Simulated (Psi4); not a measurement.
**BNH2O (SMILES BN=O): levels of theory compared**

Wanted: a comparison of 5 runs (BLYP/3-21G, PBE0/def2-SVP, KMLYP/pcseg-2, EOM-CCSD/cc-pVDZ, CCSD(T)/6-31G*) of BNH2O. 

The results are computed with Psi4 1.11.

## Step 1: The molecule

BNH2O has 5 atoms, charge 0, and is taken as a singlet. SMILES: `BN=O`. Geometry: relaxed at GFN2-xTB.

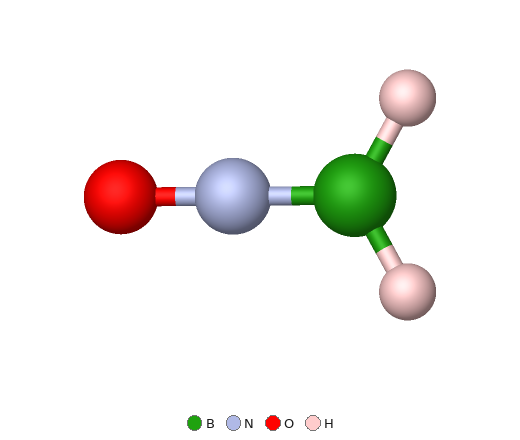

Viewed from a chosen angle; boron green, nitrogen light blue, oxygen red, hydrogen pink.

## Step 2: The energy at BLYP/3-21G (run 1)

bh2no.xyz

```xyz
5
BH2NO
B     -0.303260     0.384710    -0.206480
N      0.435210    -0.552070     0.296940
O      1.113730    -1.415380     0.760240
H     -1.158940     0.091910    -0.941520
H     -0.086740     1.490830     0.090820
```

calc.py

```python
import psi4

psi4.set_memory(1600000000)
psi4.set_num_threads(1)
psi4.set_output_file('psi4.out', False)

with open('bh2no.xyz') as f:
    atoms = ''.join(f.readlines()[2:])
m = psi4.geometry('0 1\n' + atoms + 'symmetry c1\nno_reorient\nno_com')

psi4.set_options({
    'basis': '3-21G',
    'puream': True,
    'e_convergence': 1e-09,
    'd_convergence': 1e-08,
    'scf_type': 'pk',
    'dft_radial_points': 99,
    'dft_spherical_points': 590,
})

e_tot, wfn = psi4.energy("BLYP", return_wfn=True)
print(f'BLYP energy: {e_tot:.10f} Eh')
for k, v in sorted(psi4.core.scalar_variables().items()):
    print(f'{k:45s} {v:18.10f}')
```

Launch:

```bash
$ python calc.py
```

psi4.out:

```text
[...]
  Running in c1 symmetry.
[...]
  Nuclear repulsion =   58.612788367927159
[...]
  Multiplicity = 1
[...]
  Nalpha       = 11
  Nbeta        = 11
[...]
    Number of basis functions: 31
[...]
   @RKS iter   1:  -154.86947969486783   -1.14893e-01   1.68565e-02 ADIIS/DIIS
[...]
   @RKS iter  11:  -155.03740152607432   -2.55795e-13   4.39485e-09 DIIS
[...]
    Orbital Energies [Eh]
    ---------------------
    Doubly Occupied:
       1A    -18.797085     2A    -14.086899     3A     -6.488365
       4A     -1.124900     5A     -0.717498     6A     -0.485120
       7A     -0.459259     8A     -0.432059     9A     -0.388723
      10A     -0.322014    11A     -0.194498
[...]
  @RKS Final Energy:  -155.03740152607432
   => Energetics <=
    Nuclear Repulsion Energy =             58.6127883679271591
    One-Electron Energy =                -325.8201057203409619
    Two-Electron Energy =                 132.3062363725409512
    DFT Exchange-Correlation Energy =     -20.1363205462014818
    Empirical Dispersion Energy =           0.0000000000000000
    VV10 Nonlocal Energy =                  0.0000000000000000
    Total Energy =                       -155.0374015260743192
[...]
 Multipole Moments:
 ------------------------------------------------------------------------------------
     Multipole            Electronic (a.u.)      Nuclear  (a.u.)        Total (a.u.)
 ------------------------------------------------------------------------------------
 L = 1.  Multiply by 2.5417464519 to convert [e a0] to [Debye]
 Dipole X            :        -17.4062587           17.3747656           -0.0314930
 Dipole Y            :         22.1146073          -22.0743444            0.0402629
 Dipole Z            :        -11.8841783           11.8625668           -0.0216115
 Magnitude           :                                                    0.0554975
[...]
```

The script printed:

```text
BLYP energy: -155.0374015261 Eh
CURRENT ENERGY                                   -155.0374015261
CURRENT REFERENCE ENERGY                         -155.0374015261
DD SOLVATION ENERGY                                 0.0000000000
DFT FUNCTIONAL TOTAL ENERGY                      -155.0374015261
DFT TOTAL ENERGY                                 -155.0374015261
DFT VV10 ENERGY                                     0.0000000000
DFT XC ENERGY                                     -20.1363205462
GRID ELECTRONS ALPHA                               11.0000000227
GRID ELECTRONS BETA                                11.0000000227
GRID ELECTRONS TOTAL                               22.0000000455
NUCLEAR REPULSION ENERGY                           58.6127883679
ONE-ELECTRON ENERGY                              -325.8201057203
PCM POLARIZATION ENERGY                             0.0000000000
PE ENERGY                                           0.0000000000
SCF ITERATION ENERGY                             -155.0374015261
SCF ITERATIONS                                     11.0000000000
SCF TOTAL ENERGY                                 -155.0374015261
TWO-ELECTRON ENERGY                               132.3062363725
XC GRID RADIAL POINTS                              99.0000000000
XC GRID SPHERICAL POINTS                          590.0000000000
XC GRID TOTAL POINTS                           277619.0000000000
```

It took 6.3 s on 1 thread of Intel Xeon Platinum 8259CL at 2.50GHz (Skylake/Cascade Lake), shared host; peak memory 0.43 GiB.

## Step 3: Energy and gradient at PBE0/def2-SVP (run 2)

run.py

```python
import psi4

psi4.set_memory(1600000000)
psi4.set_num_threads(1)
psi4.set_output_file('psi4.out', False)

mol = psi4.geometry("""
0 1
B     -0.303260     0.384710    -0.206480
N      0.435210    -0.552070     0.296940
O      1.113730    -1.415380     0.760240
H     -1.158940     0.091910    -0.941520
H     -0.086740     1.490830     0.090820
symmetry c1
""")

options = {'reference': 'rks', 'puream': True, 'e_convergence': 1e-09, 'd_convergence': 1e-08, 'scf_type': 'pk', 'dft_radial_points': 99, 'dft_spherical_points': 590}
psi4.set_options(options)

e_tot, wfn = psi4.gradient("pbe0/def2-SVP", molecule=mol, return_wfn=True)
psi4.oeprop(wfn, "MAYER_INDICES", "WIBERG_LOWDIN_INDICES", "MULLIKEN_CHARGES")
print('gradient / Eh bohr^-1')
print(e_tot.np.round(6))
print(f'energy = {wfn.energy():.10f} Eh')
for k, v in sorted(psi4.core.scalar_variables().items()):
    print(f'{k:45s} {v:18.10f}')
```

Launch:

```bash
$ python run.py
```

psi4.out, shortened:

```text
[...]
  Running in c1 symmetry.
[...]
  Nuclear repulsion =   58.612788367927152
[...]
  Multiplicity = 1
[...]
  Nalpha       = 11
  Nbeta        = 11
[...]
    Number of basis functions: 52
[...]
   @RKS iter   1:  -155.54046995457784   -3.35716e-01   7.84630e-03 ADIIS/DIIS
[...]
   @RKS iter  11:  -155.64121177538522   -1.16529e-12   1.70856e-09 DIIS
[...]
  @RKS Final Energy:  -155.64121177538522
   => Energetics <=
    Nuclear Repulsion Energy =             58.6127883679271520
    One-Electron Energy =                -326.8059529937996217
    Two-Electron Energy =                 127.7472450295709478
    DFT Exchange-Correlation Energy =     -15.1952921790837170
    Empirical Dispersion Energy =           0.0000000000000000
    VV10 Nonlocal Energy =                  0.0000000000000000
    Total Energy =                       -155.6412117753852158
[...]
 Multipole Moments:
 ------------------------------------------------------------------------------------
     Multipole            Electronic (a.u.)      Nuclear  (a.u.)        Total (a.u.)
 ------------------------------------------------------------------------------------
 L = 1.  Multiply by 2.5417464519 to convert [e a0] to [Debye]
 Dipole X            :          1.1492360           -1.2889368           -0.1397008
 Dipole Y            :         -1.4606516            1.6382498            0.1775983
 Dipole Z            :          0.7855140           -0.8807805           -0.0952665
 Magnitude           :                                                    0.2452206
[...]
  -Total Gradient:
     Atom            X                  Y                   Z
    ------   -----------------  -----------------  -----------------
       1        0.013479512870    -0.017452746593     0.009221634151
       2       -0.048579967898     0.062029522713    -0.033172037972
       3        0.026362078960    -0.033665627043     0.018003777279
       4        0.014516436976     0.007768224003     0.012741737804
       5       -0.005779126127    -0.018678044709    -0.006795811546
[...]
  Mulliken Charges: (a.u.)
   Center  Symbol    Alpha    Beta     Spin     Total
       1     B     2.60248  2.60248  0.00000 -0.20496
       2     N     3.35087  3.35087  0.00000  0.29825
       3     O     4.06528  4.06528  0.00000 -0.13056
       4     H     0.49066  0.49066  0.00000  0.01868
[...]
```

Standard output:

```text
gradient / Eh bohr^-1
[[ 0.01348  -0.017453  0.009222]
 [-0.04858   0.06203  -0.033172]
 [ 0.026362 -0.033666  0.018004]
 [ 0.014516  0.007768  0.012742]
 [-0.005779 -0.018678 -0.006796]]
energy = -155.6412117754 Eh
CURRENT ENERGY                                   -155.6412117754
CURRENT REFERENCE ENERGY                         -155.6412117754
DD SOLVATION ENERGY                                 0.0000000000
DFT FUNCTIONAL TOTAL ENERGY                      -155.6412117754
DFT TOTAL ENERGY                                 -155.6412117754
DFT VV10 ENERGY                                     0.0000000000
DFT XC ENERGY                                     -15.1952921791
GRID ELECTRONS ALPHA                               10.9999999541
GRID ELECTRONS BETA                                10.9999999541
GRID ELECTRONS TOTAL                               21.9999999082
NUCLEAR REPULSION ENERGY                           58.6127883679
ONE-ELECTRON ENERGY                              -326.8059529938
PCM POLARIZATION ENERGY                             0.0000000000
PE ENERGY                                           0.0000000000
SCF ITERATION ENERGY                             -155.6412117754
SCF ITERATIONS                                     11.0000000000
SCF TOTAL ENERGY                                 -155.6412117754
TWO-ELECTRON ENERGY                               127.7472450296
XC GRID RADIAL POINTS                              99.0000000000
XC GRID SPHERICAL POINTS                          590.0000000000
XC GRID TOTAL POINTS                           279907.0000000000
```

Run time: 12 s. Hardware: 1 thread of Intel Xeon Platinum 8259CL at 2.50GHz (Skylake/Cascade Lake), shared host; peak memory 0.6 GiB.

## Step 4: The energy at KMLYP/pcseg-2 (C-PCM carbon tetrachloride) (run 3)

job.dat

```
memory 1.6 GB

molecule m {
  B     -0.303260     0.384710    -0.206480
  N      0.435210    -0.552070     0.296940
  O      1.113730    -1.415380     0.760240
  H     -1.158940     0.091910    -0.941520
  H     -0.086740     1.490830     0.090820
  symmetry c1
}

set reference rks
set scf_type pk
set pcm true

pcm = {
  Units = Angstrom
  Medium {
    SolverType = CPCM
    Solvent = CCl4
  }
  Cavity {
    Type = GePol
    RadiiSet = UFF
    Scaling = False
    Area = 0.5
    Mode = Implicit
  }
}

e_tot, wfn = energy("kmlyp/pcseg-2", return_wfn=True)
```

Launch:

```bash
$ psi4 job.dat job.out -n 1
```

job.out:

```text
[...]
  Running in c1 symmetry.
[...]
  Nuclear repulsion =   58.612788367927152
[...]
  Multiplicity = 1
[...]
  Nalpha       = 11
  Nbeta        = 11
[...]
    Number of basis functions: 118
[...]
   @RKS iter   1:  -155.59284279983422   -5.80944e-01   3.06536e-03 DIIS/ADIIS
[...]
   @RKS iter   9:  -155.66407131928113   -9.70655e-09   1.51136e-07 DIIS
[...]
    Orbital Energies [Eh]
    ---------------------
    Doubly Occupied:
       1A    -19.829267     2A    -14.993340     3A     -7.105336
       4A     -1.385238     5A     -0.951577     6A     -0.696108
       7A     -0.622805     8A     -0.607985     9A     -0.548092
      10A     -0.453720    11A     -0.346583
[...]
  @RKS Final Energy:  -155.66407131928113
   => Energetics <=
    Nuclear Repulsion Energy =             58.6127883679271520
    One-Electron Energy =                -327.0755722221025508
    Two-Electron Energy =                 121.9273214664902554
    DFT Exchange-Correlation Energy =      -9.1276313330190497
    Empirical Dispersion Energy =           0.0000000000000000
    VV10 Nonlocal Energy =                  0.0000000000000000
    PCM Polarization Energy =              -0.0009775985768879
    Total Energy =                       -155.6640713192811347
[...]
 Multipole Moments:
 ------------------------------------------------------------------------------------
     Multipole            Electronic (a.u.)      Nuclear  (a.u.)        Total (a.u.)
 ------------------------------------------------------------------------------------
 L = 1.  Multiply by 2.5417464519 to convert [e a0] to [Debye]
 Dipole X            :          1.0274940           -1.2889368           -0.2614428
 Dipole Y            :         -1.3063020            1.6382498            0.3319479
 Dipole Z            :          0.7026319           -0.8807805           -0.1781486
 Magnitude           :                                                    0.4585615
[...]
```

It took 17 s on 1 thread of Intel Xeon Platinum 8259CL at 2.50GHz (Skylake/Cascade Lake), shared host; peak memory 0.7 GiB.

Run 4 isn't shown in full; the table further down has it.

## Step 5: The energy at CCSD(T)/6-31G(d) (spherical functions) (run 5)

bh2no.xyz is that of step 2.

run.py

```python
import psi4

psi4.set_memory('1600 MB')
psi4.set_num_threads(1)
psi4.set_output_file('output.dat', False)

with open('bh2no.xyz') as f:
    atoms = ''.join(f.readlines()[2:])
geom = psi4.geometry('0 1\n' + atoms + 'symmetry c1\nno_reorient\nno_com')

psi4.set_options({
    'puream': True,
    'e_convergence': 1e-09,
    'd_convergence': 1e-08,
    'scf_type': 'pk',
    'num_frozen_docc': 3,
})

e_tot = psi4.energy("ccsd(t)/6-31G*")
print(f'total energy {e_tot:.8f} hartree = {e_tot * 27.211386:.5f} eV')
for k, v in sorted(psi4.core.scalar_variables().items()):
    print(f'{k:45s} {v:18.10f}')
```

Launch:

```bash
$ python run.py
```

output.dat:

```text
[...]
  Running in c1 symmetry.
[...]
  Nuclear repulsion =   58.612788367927159
[...]
  Multiplicity = 1
[...]
  Nalpha       = 11
  Nbeta        = 11
[...]
    Number of basis functions: 46
[...]
   @RHF iter   1:  -154.99359406954443   -7.22190e-01   5.79026e-03 ADIIS/DIIS
[...]
   @RHF iter  12:  -155.04791058173504   -5.14433e-12   5.57396e-09 DIIS
[...]
    Orbital Energies [Eh]
    ---------------------
    Doubly Occupied:
       1A    -20.684867     2A    -15.734347     3A     -7.606199
       4A     -1.552264     5A     -1.080242     6A     -0.779815
       7A     -0.708322     8A     -0.652748     9A     -0.618699
      10A     -0.504337    11A     -0.401063
[...]
  @RHF Final Energy:  -155.04791058173504
   => Energetics <=
    Nuclear Repulsion Energy =             58.6127883679271591
    One-Electron Energy =                -326.6755919524919136
    Two-Electron Energy =                 113.0148930028296945
    Total Energy =                       -155.0479105817350387
[...]
 Multipole Moments:
 ------------------------------------------------------------------------------------
     Multipole            Electronic (a.u.)      Nuclear  (a.u.)        Total (a.u.)
 ------------------------------------------------------------------------------------
 L = 1.  Multiply by 2.5417464519 to convert [e a0] to [Debye]
 Dipole X            :        -17.6055451           17.3747656           -0.2307795
 Dipole Y            :         22.3672368          -22.0743444            0.2928924
 Dipole Z            :        -12.0196463           11.8625668           -0.1570795
 Magnitude           :                                                    0.4046222
[...]
      * MP2 total energy                      = -155.466357363390841
[...]
      * CCSD total energy                     = -155.486233488010498
[...]
      * CCSD(T) total energy                  = -155.503437698691073
```

On the terminal:

```text
total energy -155.50343770 hartree = -4231.46407 eV
(T) CORRECTION ENERGY                              -0.0172042107
CC D1 DIAGNOSTIC                                    0.0891686574
CC D2 DIAGNOSTIC                                    0.2013108964
CC NEW D1 DIAGNOSTIC                                0.0891686574
CC T1 DIAGNOSTIC                                    0.0286043297
CCSD CORRELATION ENERGY                            -0.4383229063
CCSD DOUBLES ENERGY                                -0.4383229063
CCSD ITERATIONS                                    17.0000000000
CCSD OPPOSITE-SPIN CORRELATION ENERGY              -0.3426755903
CCSD SAME-SPIN CORRELATION ENERGY                  -0.0956473160
CCSD SINGLES ENERGY                                 0.0000000000
CCSD TOTAL ENERGY                                -155.4862334880
CCSD(T) CORRELATION ENERGY                         -0.4555271170
CCSD(T) TOTAL ENERGY                             -155.5034376987
CURRENT CORRELATION ENERGY                         -0.4555271170
CURRENT ENERGY                                   -155.5034376987
CURRENT REFERENCE ENERGY                         -155.0479105817
DD SOLVATION ENERGY                                 0.0000000000
HF KINETIC ENERGY                                 154.9488974437
HF POTENTIAL ENERGY                              -309.9968080254
HF TOTAL ENERGY                                  -155.0479105817
HF VIRIAL RATIO                                     2.0006390051
MP2 CORRELATION ENERGY                             -0.4184467817
MP2 DOUBLES ENERGY                                 -0.4184467817
MP2 OPPOSITE-SPIN CORRELATION ENERGY               -0.3097454519
MP2 SAME-SPIN CORRELATION ENERGY                   -0.1087013298
MP2 SINGLES ENERGY                                 -0.0000000000
MP2 TOTAL ENERGY                                 -155.4663573634
NUCLEAR REPULSION ENERGY                           58.6127883679
ONE-ELECTRON ENERGY                              -326.6755919525
PCM POLARIZATION ENERGY                             0.0000000000
PE ENERGY                                           0.0000000000
SCF ITERATION ENERGY                             -155.0479105817
SCF ITERATIONS                                     12.0000000000
SCF TOTAL ENERGY                                 -155.0479105817
TWO-ELECTRON ENERGY                               113.0148930028
```

It took 5.4 s on 1 thread of Intel Xeon Platinum 8259CL at 2.50GHz (Skylake/Cascade Lake), shared host; peak memory 0.21 GiB.

## Step 6: The series

| run | level | task | properties | energy (Eh) | dipole moment (D) | HOMO energy (eV) | LUMO energy (eV) | wall time |
| --- | --- | --- | --- | --- | --- | --- | --- | --- |
| 1 | BLYP/3-21G | energy | – | -155.037402 | 0.14 | -5.29 | -3.93 | 6.3 s |
| 2 | PBE0/def2-SVP | gradient | (mayer, wiberg, mulliken) | -155.641212 | 0.62 | -7.20 | -3.20 | 12 s |
| 3 | KMLYP/pcseg-2 (C-PCM carbon tetrachloride) | energy | – | -155.664071 | 1.17 | -9.43 | -2.06 | 17 s |
| 4 | EOM-CCSD/cc-pVDZ | excited | (oscillator_strength) | -155.526934 | – | -10.91 | 1.66 | 35 s |
| 5 | CCSD(T)/6-31G* (spherical functions) | energy | – | -155.503438 | – | -10.91 | 1.69 | 5.4 s |

## Step 7: Results

| quantity | value |
| --- | --- |
| run 5: total energy | -155.50344 Eh |
| run 5: HOMO energy (Hartree–Fock orbitals) | -10.91 eV |
| run 5: LUMO energy (Hartree–Fock orbitals) | 1.69 eV |
| run 5: HOMO–LUMO gap (Hartree–Fock orbitals) | 12.61 eV |
| run 5: correlation energy (3 core orbitals frozen) | -455.5 mEh |
| run 5: (T) correction | -17.20 mEh |
| run 5: T1 diagnostic | 0.029 |

What this shows: Over runs 1, 2, 3 the dipole moment (its size) runs from 0.14 D (BLYP/3-21G) to 1.17 D (KMLYP/pcseg-2). The two ends differ in method and basis and solvent. Over runs 1, 2, 3 the HOMO–LUMO gap runs from 1.36 eV (BLYP/3-21G) to 7.37 eV (KMLYP/pcseg-2). Totals of different functionals can't be ranked against each other. All runs together took 76 s, the longest 35 s.
